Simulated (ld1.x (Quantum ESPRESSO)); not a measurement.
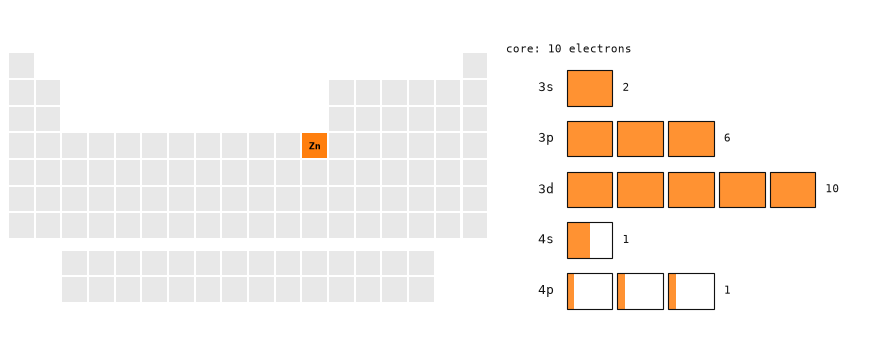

Left, the place of zinc in the periodic table; right, the valence shells of the reference configuration: a box for each of the 2l + 1 orbitals, shaded by the share of the shell that is filled, with the electron count at the right.

Zn: pseudopotential generation (part 1 of 2)

System: zinc (Zn, Z = 30), core [Ne], reference valence 3s2 3p6 3d10 4s1 4p1, valence charge 20.
Method: TM potential, PBE, scalar-relativistic, made with ld1.x (Quantum ESPRESSO) 7.5.

**Results in brief**

- outcome: generated; the Bessel test doesn't meet the 3s level
- configuration tests: 2 of 7 tests not solved
- largest excitation error among the tests solved: -1128 meV (all-electron minus pseudo) for 3s2 3p6 3d8 4s0 4p0
- range over which the phases arctan(r u′/u) at the test radius agree within 0.05 rad (a looser test near the poles than one of phase shifts): s: from about -9.7 Ry upwards; p: over the whole range computed; d: up to about 2.8 Ry
- hardware: 1 CPU thread, shared host
- wall time: 5.4 s

**Remarks**

An excitation error of 1128 meV in its own tests makes this a poorly transferable potential. In the spherical-Bessel test 3s stands at −17.599 Ry at the top cutoff of 400 Ry against −9.663 Ry all-electron; 4s stands at −0.102 Ry at the top cutoff of 400 Ry against −0.544 Ry all-electron. No cutoff can be given, and the search for ghost states has no verdict.

**Input**
```
 &input
   title='Zn', zed=30., rel=1, dft='PBE', iswitch=3,
   config='[Ar] 3d10 4s1 4p1',
   nld=3, rlderiv=1.65, eminld=-12.0, emaxld=5.0, deld=0.04
 /
 &inputp
   pseudotype=2, tm=.true., lloc=1,
   nlcc=.true., rcore=0.20,
   file_pseudopw='Zn.UPF', file_wfcaegen='ae.wfc', file_wfcncgen='nc.wfc', file_beta='beta', file_chi='chi'
 /
3
3S  1  0   2.00   0.00  0.30  0.30  0.0
3D  3  2  10.00   0.00  1.50  1.50  0.0
3P  2  1   6.00   0.00  1.00  1.00  0.0
 &test
   configts(1)='3s2 3p6 3d10 4s1 4p1'
 /
```

**Input of the test run**
```
 &input
   title='Zn', zed=30., rel=1, dft='PBE', iswitch=2,
   config='[Ar] 3d10 4s1 4p1'
 /
 &test
   file_pseudo='Zn.UPF', nconf=8,
   configts(1)='3s2 3p6 3d10 4s1 4p1',
   configts(2)='3s2 3p6 3d10 4s2 4p0',
   configts(3)='3s2 3p6 3d10 4s1 4p0',
   configts(4)='3s2 3p6 3d10 4s0 4p0',
   configts(5)='3s2 3p6 3d9 4s2 4p1',
   configts(6)='3s2 3p6 3d10 4s0 4p2',
   configts(7)='3s2 3p6 3d8 4s0 4p0',
   configts(8)='3s2 3p6 3d9 4s0 4p0'
 /
```

Command:
```bash
ld1.x < Zn.in > Zn.out
```

**Output**
```
     Program LD1 v.7.5
     --------------------------- All-electron run ----------------------------

     Zn
     scalar relativistic calculation

     atomic number is 30.00
     dft =PBE   lsd =0 sic =0 latt =0  beta=0.20 tr2=1.0E-14
     Exchange-correlation= PBE
                           (   1   4   3   4   0   0   0)
     mesh =1201 r(mesh) =  99.36527 a.u. xmin = -7.00 dx = 0.01250
     1 Ry =  13.60569312 eV, c = 137.03599908

     n l     nl                  e(Ry)          e(Ha)          e(eV)
     1 0     1S 1( 2.00)      -700.2944      -350.1472     -9527.9901
     2 0     2S 1( 2.00)       -85.2926       -42.6463     -1160.4646
     2 1     2P 1( 6.00)       -73.9520       -36.9760     -1006.1685
     3 0     3S 1( 2.00)        -9.6634        -4.8317      -131.4777
     3 1     3P 1( 6.00)        -6.2955        -3.1477       -85.6544
     3 2     3D 1(10.00)        -0.9073        -0.4536       -12.3440
     4 0     4S 1( 1.00)        -0.5440        -0.2720        -7.4013
     4 1     4P 1( 1.00)        -0.1544        -0.0772        -2.1007

     final scf error:  4.3E-15 reached in  40 iterations

     Etot =   -3591.667036 Ry,   -1795.833518 Ha,  -48867.119490 eV

     Ekin =    3648.853010 Ry,    1824.426505 Ha,   49645.174311 eV
     Encl =   -8650.366116 Ry,   -4325.183058 Ha, -117694.226779 eV
     Eh   =    1552.736705 Ry,     776.368352 Ha,   21126.059107 eV
     Exc  =    -142.890635 Ry,     -71.445317 Ha,   -1944.126128 eV

     normalization and overlap integrals

     s(1S/1S) =  1.000000  <r> =   0.0503  <r2> =    0.0034  r(max) =   0.0329
     s(2S/2S) =  1.000000  <r> =   0.2262  <r2> =    0.0604  r(max) =   0.1894
     s(2P/2P) =  1.000000  <r> =   0.1983  <r2> =    0.0482  r(max) =   0.1513
     s(3S/3S) =  1.000000  <r> =   0.6812  <r2> =    0.5363  r(max) =   0.5908
     s(3P/3P) =  1.000000  <r> =   0.7134  <r2> =    0.6017  r(max) =   0.5908
     s(3D/3D) =  1.000000  <r> =   0.9032  <r2> =    1.1017  r(max) =   0.5691
     s(4S/4S) =  1.000000  <r> =   2.5632  <r2> =    7.6867  r(max) =   2.0366
     s(4P/4P) =  1.000000  <r> =   3.9054  <r2> =   18.5377  r(max) =   2.8901

     ------------------------ End of All-electron run ------------------------

     --------------------- Generating NC pseudopotential ---------------------

      Generating local pot.: lloc=1, matching radius rcloc =   1.0000

      Computing core charge for nlcc:

       r > 0.20 : true rho core
       r < 0.20 : rho core = a sin(br)/r    a= 223.62  b=  11.28

      Integrated core pseudo-charge :   9.57

      Wfc   3S  rcut= 0.301  Using Troullier-Martins method

      Wfc   3D  rcut= 1.490  Using Troullier-Martins method

     ------------------- End of pseudopotential generation -------------------

     --------------------------- All-electron run ----------------------------

     Zn
     scalar relativistic calculation

     atomic number is 30.00
     dft =PBE   lsd =0 sic =0 latt =0  beta=0.20 tr2=1.0E-14
     Exchange-correlation= PBE
                           (   1   4   3   4   0   0   0)
     mesh =1201 r(mesh) =  99.36527 a.u. xmin = -7.00 dx = 0.01250
     1 Ry =  13.60569312 eV, c = 137.03599908

     n l     nl                  e(Ry)          e(Ha)          e(eV)
     1 0     1S 1( 2.00)      -700.2944      -350.1472     -9527.9901
     2 0     2S 1( 2.00)       -85.2926       -42.6463     -1160.4646
     2 1     2P 1( 6.00)       -73.9520       -36.9760     -1006.1685
     3 0     3S 1( 2.00)        -9.6634        -4.8317      -131.4777
     3 1     3P 1( 6.00)        -6.2955        -3.1477       -85.6544
     3 2     3D 1(10.00)        -0.9073        -0.4536       -12.3440
     4 0     4S 1( 1.00)        -0.5440        -0.2720        -7.4013
     4 1     4P 1( 1.00)        -0.1544        -0.0772        -2.1007

     final scf error:  4.3E-15 reached in  40 iterations

     Etot =   -3591.667036 Ry,   -1795.833518 Ha,  -48867.119490 eV

     Ekin =    3648.853010 Ry,    1824.426505 Ha,   49645.174311 eV
     Encl =   -8650.366116 Ry,   -4325.183058 Ha, -117694.226779 eV
     Eh   =    1552.736705 Ry,     776.368352 Ha,   21126.059107 eV
     Exc  =    -142.890635 Ry,     -71.445317 Ha,   -1944.126128 eV

     normalization and overlap integrals

     s(1S/1S) =  1.000000  <r> =   0.0503  <r2> =    0.0034  r(max) =   0.0329
     s(2S/2S) =  1.000000  <r> =   0.2262  <r2> =    0.0604  r(max) =   0.1894
     s(2P/2P) =  1.000000  <r> =   0.1983  <r2> =    0.0482  r(max) =   0.1513
     s(3S/3S) =  1.000000  <r> =   0.6812  <r2> =    0.5363  r(max) =   0.5908
     s(3P/3P) =  1.000000  <r> =   0.7134  <r2> =    0.6017  r(max) =   0.5908
     s(3D/3D) =  1.000000  <r> =   0.9032  <r2> =    1.1017  r(max) =   0.5691
     s(4S/4S) =  1.000000  <r> =   2.5632  <r2> =    7.6867  r(max) =   2.0366
     s(4P/4P) =  1.000000  <r> =   3.9054  <r2> =   18.5377  r(max) =   2.8901

     ------------------------ End of All-electron run ------------------------

     Computing logarithmic derivative in   1.65711
     Computing logarithmic derivative in   1.65711
     Computing the partial wave expansion
     R is outside the sphere for l=    0 j= 0.00
       no projector for channel:   1
     R is outside the sphere for l=    2 j= 0.00

     ---------------------- Testing the pseudopotential ----------------------

     Zn
     scalar relativistic calculation

     atomic number is 30.00   valence charge is 20.00
     dft =PBE   lsd =0 sic =0 latt =0  beta=0.20 tr2=1.0E-14
     mesh =1201 r(mesh) =  99.36527 xmin = -7.00 dx = 0.01250

     n l     nl             e AE (Ry)        e PS (Ry)    De AE-PS (Ry)
     1 0     3S   1( 2.00)       -9.66343       -9.65920       -0.00423
     2 1     3P   1( 6.00)       -6.29548       -6.29553        0.00004
     3 2     3D   1(10.00)       -0.90727       -0.90727        0.00000
     2 0     4S   1( 1.00)       -0.54398       -0.54844        0.00445
     3 1     4P   1( 1.00)       -0.15440       -0.15589        0.00149

     eps = 6.4E-15  iter = 20

     Etot =   -3591.667036 Ry,   -1795.833518 Ha,  -48867.119490 eV
     Etotps =  -487.069073 Ry,    -243.534537 Ha,   -6626.912343 eV

     Ekin =     567.907855 Ry,     283.953928 Ha,    7726.779998 eV
     Encl =    -981.987963 Ry,    -490.993981 Ha,  -13360.626869 eV
     Ehrt =     384.087356 Ry,     192.043678 Ha,    5225.774695 eV
     Ecxc =     -92.698961 Ry,     -46.349480 Ha,   -1261.233612 eV
     (Ecc =     -47.903105 Ry,     -23.951553 Ha,    -651.754949 eV)
     Epseu=    -364.377361 Ry,    -182.188681 Ha,   -4957.606556 eV

     ---------------------- End of pseudopotential test ----------------------
```

**Output of the test run (extracts)**
```
     ---------------------- Testing the pseudopotential ----------------------

     Zn
     scalar relativistic calculation

     atomic number is 30.00   valence charge is 20.00
     dft =PBE   lsd =0 sic =0 latt =0  beta=0.20 tr2=1.0E-14
     mesh =1201 r(mesh) =  99.36527 xmin = -7.00 dx = 0.01250

     n l     nl             e AE (Ry)        e PS (Ry)    De AE-PS (Ry)
     1 0     3S   1( 2.00)       -9.66343       -9.65920       -0.00423
     2 1     3P   1( 6.00)       -6.29548       -6.29553        0.00004
     3 2     3D   1(10.00)       -0.90727       -0.90727        0.00000
     2 0     4S   1( 1.00)       -0.54398       -0.54844        0.00445
     3 1     4P   1( 1.00)       -0.15440       -0.15589        0.00149

     eps = 9.7E-15  iter = 19

     Etot =   -3591.667036 Ry,   -1795.833518 Ha,  -48867.119490 eV
     Etotps =  -487.069072 Ry,    -243.534536 Ha,   -6626.912330 eV

     Ekin =     567.907857 Ry,     283.953928 Ha,    7726.780019 eV
     Encl =    -981.987962 Ry,    -490.993981 Ha,  -13360.626866 eV
     Ehrt =     384.087355 Ry,     192.043678 Ha,    5225.774691 eV
     Ecxc =     -92.698961 Ry,     -46.349480 Ha,   -1261.233612 eV
     (Ecc =     -47.903105 Ry,     -23.951553 Ha,    -651.754949 eV)
     Epseu=    -364.377361 Ry,    -182.188681 Ha,   -4957.606561 eV

     ---------------------- End of pseudopotential test ----------------------

     ---------------------- Testing the pseudopotential ----------------------

     Zn
     scalar relativistic calculation

     atomic number is 30.00   valence charge is 20.00
     dft =PBE   lsd =0 sic =0 latt =0  beta=0.20 tr2=1.0E-14
     mesh =1201 r(mesh) =  99.36527 xmin = -7.00 dx = 0.01250

     n l     nl             e AE (Ry)        e PS (Ry)    De AE-PS (Ry)
     1 0     3S   1( 2.00)       -9.49837       -9.47896       -0.01941  !
     2 1     3P   1( 6.00)       -6.12995       -0.00000       -6.12995  !
     3 2     3D   1(10.00)       -0.74529       -0.00056       -0.74473  !
     2 0     4S   1( 2.00)       -0.43941       -0.01362       -0.42579  !
     3 1     4P   1( 0.00)       -0.08200       -0.08200        0.00000

     eps = 5.5E-15  iter = 57

     Etot =   -3592.040867 Ry,   -1796.020433 Ha,  -48872.205716 eV
     Etotps =   -91.428001 Ry,     -45.714000 Ha,   -1243.941320 eV
     dEtot_ae =      -0.373831 Ry
     dEtot_ps =     395.641072 Ry,   Delta E=    -396.014903 Ry

     Ekin =     170.678653 Ry,      85.339327 Ha,    2322.201376 eV
     Encl =    -230.990432 Ry,    -115.495216 Ha,   -3142.784933 eV
     Ehrt =      26.223376 Ry,      13.111688 Ha,     356.787204 eV
     Ecxc =     -57.339597 Ry,     -28.669799 Ha,    -780.144966 eV
     (Ecc =     -47.903105 Ry,     -23.951553 Ha,    -651.754949 eV)

     ---------------------- End of pseudopotential test ----------------------

     ---------------------- Testing the pseudopotential ----------------------

     Zn
     scalar relativistic calculation

     atomic number is 30.00   valence charge is 20.00
     dft =PBE   lsd =0 sic =0 latt =0  beta=0.20 tr2=1.0E-14
     mesh =1201 r(mesh) =  99.36527 xmin = -7.00 dx = 0.01250

     n l     nl             e AE (Ry)        e PS (Ry)    De AE-PS (Ry)
     1 0     3S   1( 2.00)      -10.20896      -10.21705        0.00810  !
     2 1     3P   1( 6.00)       -6.84159       -6.85445        0.01286  !
     3 2     3D   1(10.00)       -1.45234       -1.46531        0.01297  !
     2 0     4S   1( 1.00)       -1.02881       -1.05389        0.02509  !
     3 1     4P   1( 0.00)       -0.57164       -0.59964        0.02800  !

     eps = 6.1E-15  iter = 20

     Etot =   -3591.314101 Ry,   -1795.657050 Ha,  -48862.317563 eV
     Etotps =  -486.702417 Ry,    -243.351209 Ha,   -6621.923732 eV
     dEtot_ae =       0.352935 Ry
     dEtot_ps =       0.366655 Ry,   Delta E=      -0.013720 Ry

     Ekin =     569.023894 Ry,     284.511947 Ha,    7741.964482 eV
     Encl =    -970.914246 Ry,    -485.457123 Ha,  -13209.961275 eV
     Ehrt =     373.272874 Ry,     186.636437 Ha,    5078.636178 eV
     Ecxc =     -92.331587 Ry,     -46.165793 Ha,   -1256.235235 eV
     (Ecc =     -47.903105 Ry,     -23.951553 Ha,    -651.754949 eV)
     Epseu=    -365.753353 Ry,    -182.876677 Ha,   -4976.327882 eV

     ---------------------- End of pseudopotential test ----------------------

     ---------------------- Testing the pseudopotential ----------------------

     Zn
     scalar relativistic calculation

     atomic number is 30.00   valence charge is 20.00
     dft =PBE   lsd =0 sic =0 latt =0  beta=0.20 tr2=1.0E-14
     mesh =1201 r(mesh) =  99.36527 xmin = -7.00 dx = 0.01250

     n l     nl             e AE (Ry)        e PS (Ry)    De AE-PS (Ry)
     1 0     3S   1( 2.00)      -11.03312      -11.05867        0.02556  !
     2 1     3P   1( 6.00)       -7.66650       -7.68885        0.02235  !
     3 2     3D   1(10.00)       -2.26787       -2.29239        0.02451  !
     2 0     4S   1( 0.00)       -1.69262       -1.74010        0.04748  !
     3 1     4P   1( 0.00)       -1.15083       -1.20868        0.05785  !

     eps = 7.2E-15  iter = 19

     Etot =   -3589.958585 Ry,   -1794.979293 Ha,  -48843.874834 eV
     Etotps =  -485.310696 Ry,    -242.655348 Ha,   -6602.988394 eV
     dEtot_ae =       1.708451 Ry
     dEtot_ps =       1.758377 Ry,   Delta E=      -0.049926 Ry

     Ekin =     557.303643 Ry,     278.651822 Ha,    7582.502347 eV
     Encl =    -954.497863 Ry,    -477.248932 Ha,  -12986.605017 eV
     Ehrt =     357.877373 Ry,     178.938687 Ha,    4869.169717 eV
     Ecxc =     -91.708178 Ry,     -45.854089 Ha,   -1247.753333 eV
     (Ecc =     -47.903105 Ry,     -23.951553 Ha,    -651.754949 eV)
     Epseu=    -354.285670 Ry,    -177.142835 Ha,   -4820.302107 eV

     ---------------------- End of pseudopotential test ----------------------
```

(Continued in part 2.)
